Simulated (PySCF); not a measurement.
# Fe⁺, Fe²⁺: ionisation energy in aug-cc-pVDZ

Aim: the ionisation energy of iron from differences of total energies, at each level of theory, and how far each lands from the tabulated value where there is one.

Program: PySCF 2.14.0. Level of theory: unrestricted determinants in a Gaussian basis, no spin-orbit coupling in the energies. These are calculated values, not measurements, unless marked.

## (1) What is computed

- Element: iron (Z = 26)
- Basis: aug-cc-pVDZ (7s6p4d2f, 59 functions)
- Hamiltonian: no relativity, point nucleus
- State 1: Fe⁺: [Ar] 3d6 4s1, high-spin 6D determinant
- State 2: Fe²⁺: [Ar] 3d6, high-spin 5D determinant
- Methods: UHF, M06-L, LDA, MP2
- Core shells frozen in the correlated runs: valence: [Ar] (for Fe⁺)

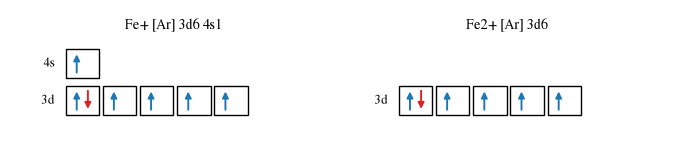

Occupation of the outer shells (arrows by Hund's rule).

The runs were made by one driver on top of PySCF. The scripts below sum up each run's settings (the driver also hands on starting orbitals that pick excited configurations, and frozen orbitals as a list rather than a count), and the logs come from the driver's own runs. The driver starts from symmetry-adapted Hartree-Fock orbitals, holds the occupation by maximum overlap and uses a logarithmic radial grid for functionals, so a plain start would take other cycles.

It was started by

```bash
$ OMP_NUM_THREADS=1 python atomrun2.py TASK.json OUT
```

The integrals over 59 functions and the set-up took 0.79 s of CPU time.

## (2) Fe⁺: the ladder of methods

Level: UHF.

The input, input.py:

```python
from pyscf import gto, scf, dft, mp, cc
import basis_set_exchange as bse
mol = gto.M(atom="Fe 0 0 0", charge=1, spin=5, symmetry="D2h",
            basis=gto.basis.parse(bse.get_basis("aug-cc-pVDZ", elements=["Fe"], fmt="nwchem", header=False)))
mf = scf.UHF(mol)
mf.irrep_nelec = {'Ag': (6, 3), 'B1g': (1, 1), 'B2g': (1, 0), 'B3g': (1, 0), 'B1u': (2, 2), 'B2u': (2, 2), 'B3u': (2, 2)}
mf.kernel()
```

The log of the run:

```text
damping factor = 0
level_shift factor = 0
DIIS = <class 'pyscf.scf.diis.CDIIS'>
diis_start_cycle = 1
diis_space = 10
diis_damp = 0
SCF conv_tol = 1e-09
SCF conv_tol_grad = None
number electrons alpha = 15  beta = 10
cycle= 1 E= -1262.21732009457  delta_E= -0.00367  |g|= 0.0191  |ddm|= 0.0407
cycle= 2 E= -1262.21740545958  delta_E= -8.54e-05  |g|= 0.00335  |ddm|= 0.00843
cycle= 3 E= -1262.21741074076  delta_E= -5.28e-06  |g|= 0.00066  |ddm|= 0.00505
cycle= 4 E= -1262.21741109331  delta_E= -3.53e-07  |g|= 0.000335  |ddm|= 0.00194
cycle= 5 E= -1262.21741116884  delta_E= -7.55e-08  |g|= 5.28e-05  |ddm|= 0.001
cycle= 6 E= -1262.217411171  delta_E= -2.16e-09  |g|= 8.85e-06  |ddm|= 0.000197
cycle= 7 E= -1262.2174111711  delta_E= -1.01e-10  |g|= 1.55e-06  |ddm|= 3.39e-05
converged SCF energy = -1262.2174111711  <S^2> = 8.7525039  2S+1 = 6.0008346
```

Time after the integrals: 0.35 s (1 thread of Intel Xeon Platinum 8559C, shared host).

Orbital energies by shell (radii are means over both spins):

```csv
shell,electrons,mean orbital energy (eV),spread (eV),rms radius (bohr)
1s α,1,-7120.6,0,0.0685
1s β,1,-7120.5,0,0.0685
2s α,1,-878.93,0,0.292
2s β,1,-875.41,0,0.292
2p α,3,-755.84,0.951,0.262
2p β,3,-752.46,0.012,0.262
3s α,1,-126.67,0,0.880
3s β,1,-116.78,0,0.880
3p α,3,-88.769,2.079,0.939
3p β,3,-77.117,1.428,0.939
3d α,5,-26.990,2.409,1.21
3d β,1,-21.348,0,1.21
4s α,1,-15.246,0,3.02
```

⟨S²⟩ = 8.753, ⟨L²⟩ = 6.02.

Level: M06-L.

input.py differs from the last one in:

```diff
@@ -4,3 +4,3 @@
             basis=gto.basis.parse(bse.get_basis("aug-cc-pVDZ", elements=["Fe"], fmt="nwchem", header=False)))
-mf = scf.UHF(mol)
+mf = dft.UKS(mol, xc="M06L")
 mf.irrep_nelec = {'Ag': (6, 3), 'B1g': (1, 1), 'B2g': (1, 0), 'B3g': (1, 0), 'B1u': (2, 2), 'B2u': (2, 2), 'B3u': (2, 2)}
```

The log of the run:

```text
damping factor = 0
level_shift factor = 0
DIIS = <class 'pyscf.scf.diis.CDIIS'>
diis_start_cycle = 1
diis_space = 10
diis_damp = 0
SCF conv_tol = 1e-09
SCF conv_tol_grad = None
number electrons alpha = 15  beta = 10
XC functionals = M06L
    Y. Zhao and D. G. Truhlar.,  J. Chem. Phys. 125, 194101 (2006)
    Y. Zhao and D. G. Truhlar.,  J. Chem. Phys. 125, 194101 (2006)
    Y. Zhao and D. G. Truhlar.,  Theor. Chem. Acc. 120, 215 (2008)
cycle= 1 E= -1263.33172766815  delta_E= -0.0077  |g|= 0.0519  |ddm|= 0.297
cycle= 2 E= -1263.33123126951  delta_E= 0.000496  |g|= 0.0698  |ddm|= 0.244
cycle= 3 E= -1263.33249992649  delta_E= -0.00127  |g|= 0.00211  |ddm|= 0.138
cycle= 4 E= -1263.33250454958  delta_E= -4.62e-06  |g|= 0.000569  |ddm|= 0.00741
cycle= 5 E= -1263.33250491821  delta_E= -3.69e-07  |g|= 4.45e-05  |ddm|= 0.00213
cycle= 6 E= -1263.33250492022  delta_E= -2.02e-09  |g|= 4.09e-06  |ddm|= 0.000129
cycle= 7 E= -1263.33250492024  delta_E= -1.23e-11  |g|= 7.42e-07  |ddm|= 1.47e-05
converged SCF energy = -1263.33250492024  <S^2> = 8.7532307  2S+1 = 6.0010768
```

It took 1.8 s on 1 thread of Intel Xeon Platinum 8559C, shared host, the integrals not counted.

Level: LDA.

input.py differs from the last one in:

```diff
@@ -4,3 +4,3 @@
             basis=gto.basis.parse(bse.get_basis("aug-cc-pVDZ", elements=["Fe"], fmt="nwchem", header=False)))
-mf = dft.UKS(mol, xc="M06L")
+mf = dft.UKS(mol, xc="LDA,VWN")
 mf.irrep_nelec = {'Ag': (6, 3), 'B1g': (1, 1), 'B2g': (1, 0), 'B3g': (1, 0), 'B1u': (2, 2), 'B2u': (2, 2), 'B3u': (2, 2)}
```

The log of the run:

```text
damping factor = 0
level_shift factor = 0
DIIS = <class 'pyscf.scf.diis.CDIIS'>
diis_start_cycle = 1
diis_space = 10
diis_damp = 0
SCF conv_tol = 1e-09
SCF conv_tol_grad = None
number electrons alpha = 15  beta = 10
XC functionals = LDA,VWN
    P. A. M. Dirac.,  Math. Proc. Cambridge Philos. Soc. 26, 376 (1930)
    F. Bloch.,  Z. Phys. 57, 545 (1929)
    S. H. Vosko, L. Wilk, and M. Nusair.,  Can. J. Phys. 58, 1200 (1980)
cycle= 1 E= -1260.89877467015  delta_E= -0.00707  |g|= 0.13  |ddm|=  0.4
cycle= 2 E= -1260.89275812799  delta_E= 0.00602  |g|=  0.2  |ddm|= 0.606
cycle= 3 E= -1260.90306416273  delta_E= -0.0103  |g|= 0.00102  |ddm|= 0.376
cycle= 4 E= -1260.90306440502  delta_E= -2.42e-07  |g|= 0.000243  |ddm|= 0.00274
cycle= 5 E= -1260.90306442029  delta_E= -1.53e-08  |g|= 3.23e-06  |ddm|= 0.000561
cycle= 6 E= -1260.90306442029  delta_E= -4.32e-12  |g|= 2.01e-06  |ddm|= 1.49e-05
converged SCF energy = -1260.90306442029  <S^2> = 8.7510406  2S+1 = 6.0003468
```

It took 0.41 s on 1 thread of Intel Xeon Platinum 8559C, shared host, the integrals not counted.

Level: MP2 (valence).

The input, input.py:

```python
from pyscf import gto, scf, dft, mp, cc
import basis_set_exchange as bse
mol = gto.M(atom="Fe 0 0 0", charge=1, spin=5, symmetry="D2h",
            basis=gto.basis.parse(bse.get_basis("aug-cc-pVDZ", elements=["Fe"], fmt="nwchem", header=False)))
mf = scf.UHF(mol)
mf.irrep_nelec = {'Ag': (6, 3), 'B1g': (1, 1), 'B2g': (1, 0), 'B3g': (1, 0), 'B1u': (2, 2), 'B2u': (2, 2), 'B3u': (2, 2)}
mf.kernel()
mp.UMP2(mf, frozen=9).kernel()
```

No log was kept for this step.

It took 0.06 s on 1 thread of Intel Xeon Platinum 8559C, shared host, the integrals not counted.

With 7 electrons correlated, the MP2 correlation energy is -0.11911 hartree (-0.07264 same spin, -0.04647 opposite spin); the SCS form gives -0.07998. Largest pairs of shells: 3d-3d -0.1029, 3d-4s -0.0162, 4s-4s 0.0000.

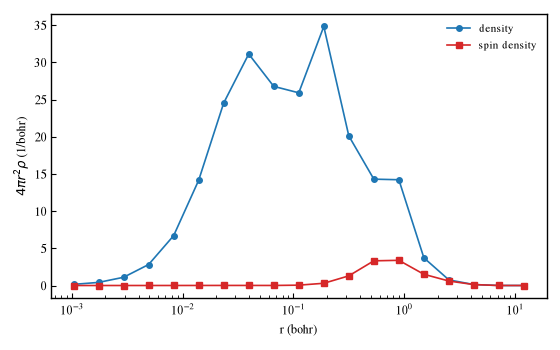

Radial density 4πr²ρ of Fe⁺ at UHF, at 19 stored radii joined by straight lines.

## (3) Fe²⁺: the ladder of methods

Level: UHF.

The input, input.py:

```python
from pyscf import gto, scf, dft, mp, cc
import basis_set_exchange as bse
mol = gto.M(atom="Fe 0 0 0", charge=2, spin=4, symmetry="D2h",
            basis=gto.basis.parse(bse.get_basis("aug-cc-pVDZ", elements=["Fe"], fmt="nwchem", header=False)))
mf = scf.UHF(mol)
mf.irrep_nelec = {'Ag': (5, 3), 'B1g': (1, 1), 'B2g': (1, 0), 'B3g': (1, 0), 'B1u': (2, 2), 'B2u': (2, 2), 'B3u': (2, 2)}
mf.kernel()
```

The log of the run:

```text
damping factor = 0
level_shift factor = 0
DIIS = <class 'pyscf.scf.diis.CDIIS'>
diis_start_cycle = 1
diis_space = 10
diis_damp = 0
SCF conv_tol = 1e-09
SCF conv_tol_grad = None
number electrons alpha = 14  beta = 10
cycle= 1 E= -1261.66073193678  delta_E= -0.00348  |g|= 0.0187  |ddm|= 0.0337
cycle= 2 E= -1261.66079870186  delta_E= -6.68e-05  |g|= 0.00299  |ddm|= 0.00507
cycle= 3 E= -1261.66080109652  delta_E= -2.39e-06  |g|= 0.000492  |ddm|= 0.00322
cycle= 4 E= -1261.66080122136  delta_E= -1.25e-07  |g|= 0.000234  |ddm|= 0.00123
cycle= 5 E= -1261.6608012574  delta_E= -3.6e-08  |g|= 3.79e-05  |ddm|= 0.000564
cycle= 6 E= -1261.66080125839  delta_E= -9.95e-10  |g|= 3.79e-06  |ddm|= 0.000148
converged SCF energy = -1261.66080125839  <S^2> = 6.0035941  2S+1 = 5.0014374
```

It took 0.27 s on 1 thread of Intel Xeon Platinum 8559C, shared host, the integrals not counted.

The occupied shells:

```csv
shell,electrons,mean orbital energy (eV),spread (eV),rms radius (bohr)
1s α,1,-7130.5,0,0.0685
1s β,1,-7130.4,0,0.0685
2s α,1,-888.60,0,0.292
2s β,1,-885.13,0,0.292
2p α,3,-765.62,0.967,0.262
2p β,3,-762.20,0.021,0.262
3s α,1,-136.39,0,0.881
3s β,1,-126.76,0,0.881
3p α,3,-98.764,2.089,0.938
3p β,3,-87.118,1.404,0.938
3d α,5,-36.961,2.428,1.19
3d β,1,-31.374,0,1.19
```

⟨S²⟩ = 6.004, ⟨L²⟩ = 6.01.

Level: M06-L.

input.py differs from the last one in:

```diff
@@ -4,3 +4,3 @@
             basis=gto.basis.parse(bse.get_basis("aug-cc-pVDZ", elements=["Fe"], fmt="nwchem", header=False)))
-mf = scf.UHF(mol)
+mf = dft.UKS(mol, xc="M06L")
 mf.irrep_nelec = {'Ag': (5, 3), 'B1g': (1, 1), 'B2g': (1, 0), 'B3g': (1, 0), 'B1u': (2, 2), 'B2u': (2, 2), 'B3u': (2, 2)}
```

The log of the run:

```text
damping factor = 0
level_shift factor = 0
DIIS = <class 'pyscf.scf.diis.CDIIS'>
diis_start_cycle = 1
diis_space = 10
diis_damp = 0
SCF conv_tol = 1e-09
SCF conv_tol_grad = None
number electrons alpha = 14  beta = 10
XC functionals = M06L
    Y. Zhao and D. G. Truhlar.,  J. Chem. Phys. 125, 194101 (2006)
    Y. Zhao and D. G. Truhlar.,  J. Chem. Phys. 125, 194101 (2006)
    Y. Zhao and D. G. Truhlar.,  Theor. Chem. Acc. 120, 215 (2008)
cycle= 1 E= -1262.75586392108  delta_E= -0.00224  |g|= 0.0129  |ddm|= 0.137
cycle= 2 E= -1262.75586762213  delta_E= -3.7e-06  |g|= 0.0126  |ddm|= 0.0487
cycle= 3 E= -1262.75590653742  delta_E= -3.89e-05  |g|= 0.00118  |ddm|= 0.0303
cycle= 4 E= -1262.75590688201  delta_E= -3.45e-07  |g|= 5.22e-05  |ddm|= 0.0025
cycle= 5 E= -1262.75590688369  delta_E= -1.68e-09  |g|= 2.98e-06  |ddm|= 0.000232
cycle= 6 E= -1262.7559068837  delta_E= -4.77e-12  |g|= 2.69e-07  |ddm|= 9.98e-06
converged SCF energy = -1262.7559068837  <S^2> = 6.004895  2S+1 = 5.0019576
```

It took 1.6 s on 1 thread of Intel Xeon Platinum 8559C, shared host, the integrals not counted.

Level: LDA.

input.py differs from the last one in:

```diff
@@ -4,3 +4,3 @@
             basis=gto.basis.parse(bse.get_basis("aug-cc-pVDZ", elements=["Fe"], fmt="nwchem", header=False)))
-mf = dft.UKS(mol, xc="M06L")
+mf = dft.UKS(mol, xc="LDA,VWN")
 mf.irrep_nelec = {'Ag': (5, 3), 'B1g': (1, 1), 'B2g': (1, 0), 'B3g': (1, 0), 'B1u': (2, 2), 'B2u': (2, 2), 'B3u': (2, 2)}
```

The log of the run:

```text
damping factor = 0
level_shift factor = 0
DIIS = <class 'pyscf.scf.diis.CDIIS'>
diis_start_cycle = 1
diis_space = 10
diis_damp = 0
SCF conv_tol = 1e-09
SCF conv_tol_grad = None
number electrons alpha = 14  beta = 10
XC functionals = LDA,VWN
    P. A. M. Dirac.,  Math. Proc. Cambridge Philos. Soc. 26, 376 (1930)
    F. Bloch.,  Z. Phys. 57, 545 (1929)
    S. H. Vosko, L. Wilk, and M. Nusair.,  Can. J. Phys. 58, 1200 (1980)
cycle= 1 E= -1260.28310448076  delta_E= -0.004  |g|= 0.0991  |ddm|= 0.265
cycle= 2 E= -1260.28114452407  delta_E= 0.00196  |g|= 0.133  |ddm|= 0.454
cycle= 3 E= -1260.28546458929  delta_E= -0.00432  |g|= 0.000855  |ddm|= 0.264
cycle= 4 E= -1260.28546475199  delta_E= -1.63e-07  |g|= 9.55e-05  |ddm|= 0.00202
cycle= 5 E= -1260.28546475459  delta_E= -2.6e-09  |g|= 2.44e-06  |ddm|= 0.000306
cycle= 6 E= -1260.28546475459  delta_E= -1.59e-12  |g|= 5.02e-07  |ddm|= 8.27e-06
converged SCF energy = -1260.28546475459  <S^2> = 6.001395  2S+1 = 5.000558
```

It took 0.42 s on 1 thread of Intel Xeon Platinum 8559C, shared host, the integrals not counted.

Level: MP2 (valence).

The input, input.py:

```python
from pyscf import gto, scf, dft, mp, cc
import basis_set_exchange as bse
mol = gto.M(atom="Fe 0 0 0", charge=2, spin=4, symmetry="D2h",
            basis=gto.basis.parse(bse.get_basis("aug-cc-pVDZ", elements=["Fe"], fmt="nwchem", header=False)))
mf = scf.UHF(mol)
mf.irrep_nelec = {'Ag': (5, 3), 'B1g': (1, 1), 'B2g': (1, 0), 'B3g': (1, 0), 'B1u': (2, 2), 'B2u': (2, 2), 'B3u': (2, 2)}
mf.kernel()
mp.UMP2(mf, frozen=9).kernel()
```

The driver printed no log here.

It took 0.06 s on 1 thread of Intel Xeon Platinum 8559C, shared host, the integrals not counted.

With 6 electrons correlated, the MP2 correlation energy is -0.09932 hartree (-0.05852 same spin, -0.04081 opposite spin); the SCS form gives -0.06847. Largest pairs of shells: 3d-3d -0.0993.

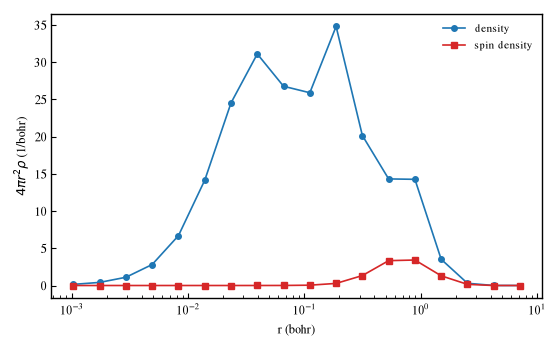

Radial density 4πr²ρ of Fe²⁺ at UHF, at 18 stored radii joined by straight lines.

## (4) Orbital energies side by side

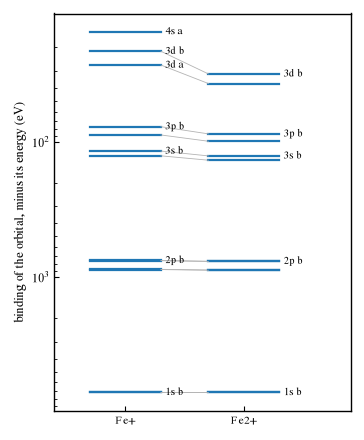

Hartree-Fock orbital energies of the states on a logarithmic scale (a, b: spin up and down; * marks an excited configuration).

## (5) Differences of total energies

Ionisation energy: Fe⁺ [Ar] 3d6 4s1 (6D) → Fe²⁺ [Ar] 3d6 (5D).

```csv
method,value (eV),less the reference (eV),"CPU time, both states (s)"
UHF,15.146,-1.053,0.62
M06-L,15.690,-0.509,3.5
LDA,16.806,+0.607,0.83
MP2 (valence),15.685,-0.515,0.74
SCS-MP2 (valence),15.459,-0.740,0.74
```

Reference: 16.199 eV (measured; NIST Atomic Spectra Database, ionization energies). The calculation is non-relativistic, which matters at this Z. The reference lies between the lowest fine-structure levels, while these numbers refer to the centres of the terms. Errors of the correlated levels include the incompleteness of this basis.

Times are CPU seconds on a shared host without the integrals; correlated rows include their Hartree-Fock run, whose time holds the symmetry-adapted start and any spin-orbit constants, while functionals begin from orbitals already made.

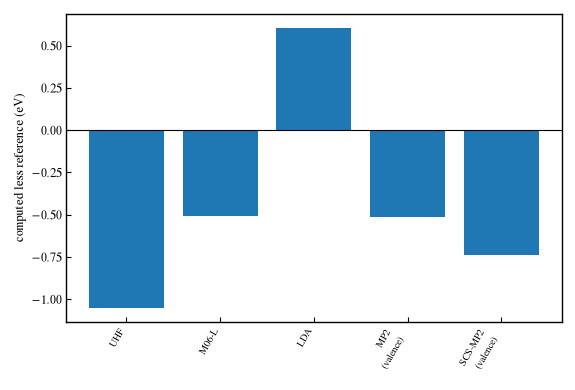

Computed less reference values by method, where the reference is not like for like or is itself uncertain.

## (6) Results

| quantity | value |
| --- | --- |
| ionisation energy, Fe⁺ | UHF 15.146, MP2 (valence) 15.685 eV; reference 16.199 |

What this shows: The methods span 1.660 eV, from UHF (15.146) to LDA (16.806). The reference is uncertain or not like for like (spin-orbit coupling or other relativistic terms), so no ranking of close methods is drawn. All values hold for this basis alone; no basis-set limit was taken.
